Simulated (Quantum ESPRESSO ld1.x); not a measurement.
## Run report: As, atomic calculation

System: atomic arsenic (As) in the configuration [Ar] 3d10 4s2 4p2 6s1.
Method: scalar-relativistic Kohn-Sham, PBE, spin-unpolarised, spherical densities, point nucleus (Quantum ESPRESSO ld1.x 7.5).

Results in brief:

| quantity | value |
| --- | --- |
| outcome | converged |
| total energy | −2260.5329 hartree |
| kinetic energy | 2304.0840 hartree |
| electron–nucleus energy | −5440.4653 hartree |
| Hartree energy | 959.242408 hartree |
| exchange–correlation energy | −83.394058 hartree |
| radius at density 0.001 e/bohr³ | 4.06 bohr |
| SCF iterations | 37 |
| hardware | 1 CPU thread, shared host |
| wall time | 0.76 s |

Notes:

This is an excited configuration.

Input file:
```
 &input
    zed=33.0,
    iswitch=1,
    rel=1,
    dft='PBE',
    config='[Ar] 3d10 4s2 4p2 6s1',
    dx=0.01,
    rmax=200,
    verbosity='high',
    prefix='ld1',
    max_out_wfc=37,
    file_charge='ld1.rho',
 /
```

Log:
```
     Program LD1 v.7.5 starts

     --------------------------- All-electron run ----------------------------

     scalar relativistic calculation

     atomic number is 33.00
     dft =PBE   lsd =0 sic =0 latt =0  beta=0.20 tr2=1.0E-14
     Exchange-correlation= PBE
                           (   1   4   3   4   0   0   0)
     mesh =1681 r(mesh) = 201.03770 a.u. xmin = -8.00 dx = 0.01000
     1 Ry =  13.60569312 eV, c = 137.03599908

     n l     nl                  e(Ry)          e(Ha)          e(eV)
     1 0     1S 1( 2.00)    -861.913002800    -430.956501400 -11726.9238148
     2 0     2S 1( 2.00)    -109.812760519     -54.906380259  -1494.0787206
     2 1     2P 1( 6.00)     -96.355336580     -48.177668290  -1310.9811403
     3 0     3S 1( 2.00)     -14.522837900      -7.261418950   -197.5932757
     3 1     3P 1( 6.00)     -10.360712830      -5.180356415   -140.9646793
     3 2     3D 1(10.00)      -3.521732363      -1.760866181    -47.9156098
     4 0     4S 1( 2.00)      -1.535977117      -0.767988559    -20.8980333
     4 1     4P 1( 2.00)      -0.801751592      -0.400875796    -10.9083861
     6 0     6S 1( 1.00)      -0.074256751      -0.037128376     -1.0103146

     final scf error:  5.1E-15 reached in  37 iterations

     Etot =   -4521.065880 Ry,   -2260.532940 Ha,  -61512.234956 eV

     Ekin =    4608.167974 Ry,    2304.083987 Ha,   62697.319319 eV
     Encl =  -10880.930553 Ry,   -5440.465277 Ha, -148042.602001 eV
     Eh   =    1918.484815 Ry,     959.242408 Ha,   26102.315659 eV
     Exc  =    -166.788117 Ry,     -83.394058 Ha,   -2269.267932 eV

     normalization and overlap integrals

     s(1S/1S) =  1.000000  <r> =   0.0455  <r2> =    0.0028  r(max) =   0.0297
     s(1S/2S) = -0.005339
     s(1S/3S) = -0.002026
     s(1S/4S) = -0.000629
     s(1S/6S) = -0.000097
     s(2S/2S) =  1.000000  <r> =   0.2028  <r2> =    0.0485  r(max) =   0.1692
     s(2S/3S) = -0.001193
     s(2S/4S) = -0.000362
     s(2S/6S) = -0.000056
     s(2P/2P) =  1.000000  <r> =   0.1772  <r2> =    0.0385  r(max) =   0.1358
     s(2P/3P) = -0.000959
     s(2P/4P) = -0.000238
     s(3S/3S) =  1.000000  <r> =   0.5983  <r2> =    0.4125  r(max) =   0.5239
     s(3S/4S) = -0.000216
     s(3S/6S) = -0.000033
     s(3P/3P) =  1.000000  <r> =   0.6171  <r2> =    0.4476  r(max) =   0.5187
     s(3P/4P) = -0.000152
     s(3D/3D) =  1.000000  <r> =   0.6773  <r2> =    0.5798  r(max) =   0.4788
     s(4S/4S) =  1.000000  <r> =   1.8771  <r2> =    4.0320  r(max) =   1.5896
     s(4S/6S) = -0.000014
     s(4P/4P) =  1.000000  <r> =   2.3227  <r2> =    6.2665  r(max) =   1.9031
     s(6S/6S) =  1.000000  <r> =  13.0902  <r2> =  189.3358  r(max) =  12.9811

     ------------------------ End of All-electron run ------------------------
```

Orbitals:

```csv
orbital,occupation,energy (eV),⟨r⟩ (bohr),outer maximum (bohr)
1s,2,−11726.9,0.04550,0.0297
2s,2,−1494.1,0.2028,0.169
2p,6,−1311.0,0.1772,0.136
3s,2,−197.593,0.5983,0.524
3p,6,−140.965,0.6171,0.519
3d,10,−47.916,0.6773,0.479
4s,2,−20.898,1.877,1.59
4p,2,−10.908,2.323,1.90
6s,1,−1.010,13.09,13.0
```

Slater integrals of the outer shells (hartree):

```
 integral   value
F0(6s,6s)  0.0685
F0(6s,4p)  0.0922
G1(6s,4p)  0.0034
F0(6s,4s)  0.0931
G0(6s,4s)  0.0019
F0(6s,3d)  0.0958
G2(6s,3d)  0.0011
F0(6s,3p)  0.0959
```

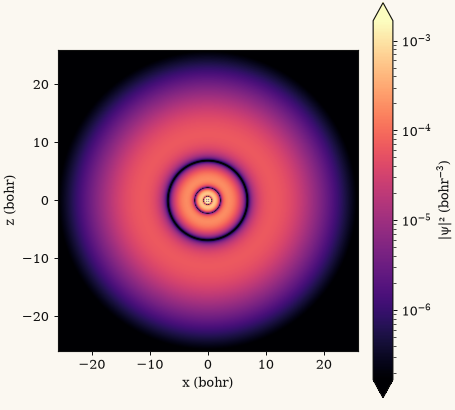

**Figure 1.** The 6s orbital. The radial function comes from the spherical calculation and is multiplied by a real spherical harmonic; the overall sign is chosen so that the largest lobe of P(r) is positive; at the scalar-relativistic level it is the large component. In the xz plane through the nucleus, the colour gives |ψ|² on a logarithmic scale. It has no angular node and 5 radial nodes, at r = 0.0584, 0.240, 0.716, 2.23 and 6.87 bohr. The outermost maximum of P² lies at 13.0 bohr, ⟨r⟩ = 13.1 bohr, 90 % of the charge lies within 18.1 bohr, and the eigenvalue is −1.01 eV, with 1 electron in the shell.

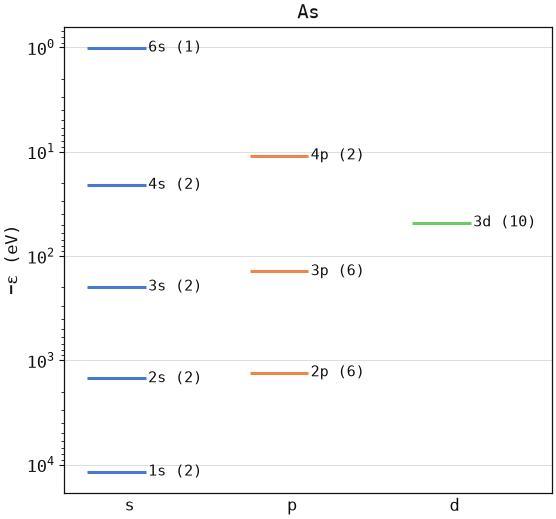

**Figure 2.** All occupied levels, on a logarithmic scale of binding energy, are drawn by angular momentum (occupations in brackets). The highest occupied level is 6s at −1.01 eV. The highest 6 occupied levels, from the top down, are 6s (−1.01 eV), 4p (−10.9 eV), 4s (−20.9 eV), 3d (−47.9 eV), 3p (−141.0 eV), 3s (−197.6 eV).

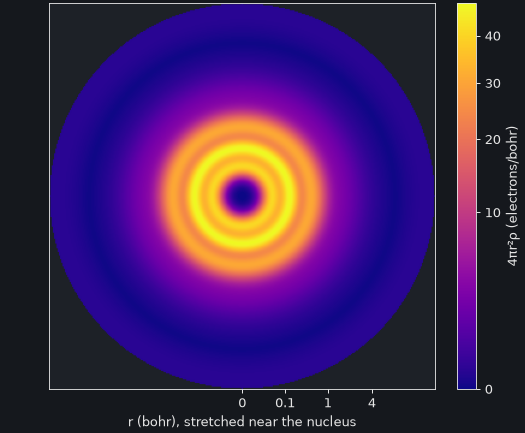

**Figure 3.** The radial density 4πr²ρ as a disc about the nucleus, with the radius drawn as r to the power 0.3. There are 4 maxima, at r = 0.0319, 0.143, 0.493 and 13.0 bohr, parted by minima at 0.0668, 0.311 and 6.98 bohr, inside which lie 2.1, 11.0 and 32.1 electrons. The outermost maximum is faint. The configuration has 5 principal shells, so not every shell has a maximum of its own.
